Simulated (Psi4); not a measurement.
# H2 (hydrogen) at CCSD(T)/def2-TZVP (sweep point 8)

What is the vertical singlet–triplet gap of H2 (hydrogen) at CCSD(T)/def2-TZVP (sweep point 8)? The job is set up through a Python script.

The results are computed with Psi4 1.11.

### 1 The structure to begin with

H2 has 2 atoms, charge 0, and is taken as a singlet. SMILES: `[H][H]`. Geometry: relaxed at PBE0-D4/def2-TZVP.

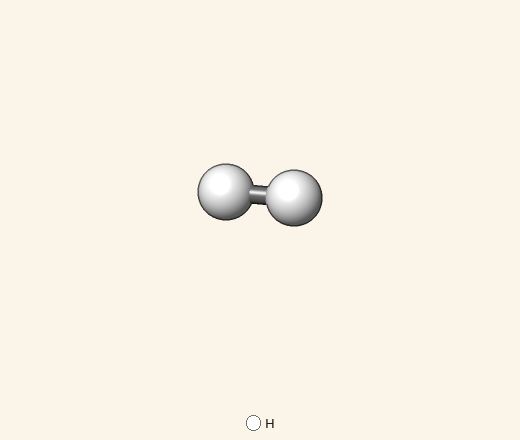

The structure, seen from a chosen angle (hydrogen white).

### 2 The energy at CCSD(T)/def2-TZVP (sweep point 8)

The input, calc.py:

```python
import psi4

psi4.set_memory(1600000000)
psi4.set_num_threads(1)
psi4.set_output_file('psi4.out', False)

geom = psi4.geometry("""
H      0.319300    -0.099200     0.165500
H     -0.319300     0.099200    -0.165500
symmetry c1
""")

options = {'basis': 'def2-TZVP', 'puream': True, 'scf_type': 'pk', 'num_frozen_docc': 0}
psi4.set_options(options)

e = psi4.energy("ccsd(t)", molecule=geom)
print(f'ccsd(t) energy: {e:.10f} Eh')
```

Started as:

```console
$ python calc.py
```

psi4.out:

```text
[...]
  Running in c1 symmetry.
[...]
  Nuclear repulsion =    0.709214241018519
[...]
  Multiplicity = 1
[...]
  Nalpha       = 1
  Nbeta        = 1
[...]
    Number of basis functions: 12
[...]
   @RHF iter   1:    -1.12956253581622   -2.86454e-01   3.92040e-03 DIIS/ADIIS
[...]
   @RHF iter   6:    -1.13247359251402   -2.16138e-12   5.30948e-10 DIIS
[...]
    Orbital Energies [Eh]
    ---------------------
    Doubly Occupied:
       1A     -0.592846
    Virtual:
       2A      0.166112     3A      0.308736     4A      0.645876
       5A      1.419736     6A      1.419736     7A      1.885473
       8A      2.216330     9A      2.216330    10A      2.279955
      11A      2.754047    12A      3.766349
    Final Occupation by Irrep:
              A
    DOCC [     1 ]
[...]
  @RHF Final Energy:    -1.13247359251402
   => Energetics <=
    Nuclear Repulsion Energy =              0.7092142410185193
    One-Electron Energy =                  -2.4976828709717527
    Two-Electron Energy =                   0.6559950374392158
    Total Energy =                         -1.1324735925140177
[...]
 Multipole Moments:
 ------------------------------------------------------------------------------------
     Multipole            Electronic (a.u.)      Nuclear  (a.u.)        Total (a.u.)
 ------------------------------------------------------------------------------------
 L = 1.  Multiply by 2.5417464519 to convert [e a0] to [Debye]
 Dipole X            :         -0.0000000            0.0000000           -0.0000000
 Dipole Y            :          0.0000000            0.0000000            0.0000000
 Dipole Z            :          0.0000000            0.0000000            0.0000000
 Magnitude           :                                                    0.0000000
[...]
      * MP2 total energy                      =   -1.160247460822176
[...]
      * CCSD total energy                     =   -1.168255207140893
[...]
      * CCSD(T) total energy                  =   -1.168255207140893
```

On the terminal:

```text
ccsd(t) energy: -1.1682552071 Eh
```

Run time: 1.3 s. Hardware: 1 thread of Intel Xeon 6975P-C (Granite Rapids), shared host; peak memory 0.18 GiB.

### 3 The triplet at the same level

The input, job.py:

```python
import psi4

psi4.set_memory(1600000000)
psi4.set_num_threads(1)
psi4.set_output_file('run.log', False)

molecule = psi4.geometry("""
0 3
H      0.319300    -0.099200     0.165500
H     -0.319300     0.099200    -0.165500
units angstrom
symmetry c1
""")

psi4.set_options(dict(reference='uhf', puream=True, scf_type='pk', num_frozen_docc=0, maxiter=150))

energy_value = psi4.energy('ccsd(t)/def2-TZVP')
print(f'ccsd(t)/def2-TZVP energy: {energy_value:.10f} Eh')
for k, v in sorted(psi4.core.scalar_variables().items()):
    print(f'{k:45s} {v:18.10f}')
```

Started as:

```console
$ python job.py
```

run.log:

```text
[...]
  Running in c1 symmetry.
[...]
  Nuclear repulsion =    0.709214241018519
[...]
  Multiplicity = 3
[...]
  Nalpha       = 2
  Nbeta        = 0
[...]
    Number of basis functions: 12
[...]
   @UHF iter   1:    -0.73749819775706    1.05610e-01   1.43624e-02 DIIS/ADIIS
[...]
   @UHF iter   7:    -0.77633061846545   -5.48950e-12   8.84373e-09 DIIS
[...]
   @S^2 Observed:                2.000000000E+00
[...]
    Orbital Energies [Eh]
    ---------------------
    Alpha Occupied:
       1A     -0.897858     2A     -0.212299
    Alpha Virtual:
       3A      0.222904     4A      0.463376     5A      1.207490
       6A      1.207490     7A      1.671356     8A      2.026781
       9A      2.026781    10A      2.112135    11A      2.531445
      12A      3.565923
    Beta Occupied:
    Beta Virtual:
[...]
  @UHF Final Energy:    -0.77633061846545
   => Energetics <=
    Nuclear Repulsion Energy =              0.7092142410185193
    One-Electron Energy =                  -1.8609329653764033
    Two-Electron Energy =                   0.3753881058924293
    Total Energy =                         -0.7763306184654548
  UHF NO Occupations:
  HONO-1 :    1  A 1.0000000
  HONO-0 :    2  A 1.0000000
[...]
 Multipole Moments:
 ------------------------------------------------------------------------------------
     Multipole            Electronic (a.u.)      Nuclear  (a.u.)        Total (a.u.)
 ------------------------------------------------------------------------------------
 L = 1.  Multiply by 2.5417464519 to convert [e a0] to [Debye]
 Dipole X            :         -0.0000000            0.0000000           -0.0000000
 Dipole Y            :          0.0000000            0.0000000            0.0000000
 Dipole Z            :          0.0000000            0.0000000            0.0000000
 Magnitude           :                                                    0.0000000
[...]
      * MP2 total energy                      =   -0.779412649996840
[...]
      * CCSD total energy                     =   -0.780547850348183
[...]
      * CCSD(T) total energy                     =   -0.780547850348183
```

It took 1.4 s on 1 thread of Intel Xeon 6975P-C (Granite Rapids), shared host; peak memory 0.18 GiB.

### 4 Results

Level: CCSD(T)/def2-TZVP (sweep point 8).

| quantity | value |
| --- | --- |
| singlet: total energy | -1.16826 Eh |
| singlet: HOMO energy (Hartree–Fock orbitals) | -16.13 eV |
| singlet: LUMO energy (Hartree–Fock orbitals) | 4.52 eV |
| singlet: HOMO–LUMO gap (Hartree–Fock orbitals) | 20.65 eV |
| singlet: correlation energy | -35.8 mEh |
| singlet: (T) correction | 0.00 mEh |
| singlet: T1 diagnostic | 0.006 |
| triplet: total energy | -0.78055 Eh |
| triplet: HOMO energy (Hartree–Fock orbitals) (highest over α and β) | -5.78 eV |
| triplet: correlation energy | -4.2 mEh |
| triplet: ⟨S²⟩ of the reference determinant | 2.000 |
| triplet: T1 diagnostic | 0.001 |
| vertical energy of the triplet above the singlet | 10.550 eV |

**Reading.** At this shape the triplet lies 10.55 eV (1018 kJ/mol) above the singlet. The triples (singlet) make up 0.0 % of the correlation energy.
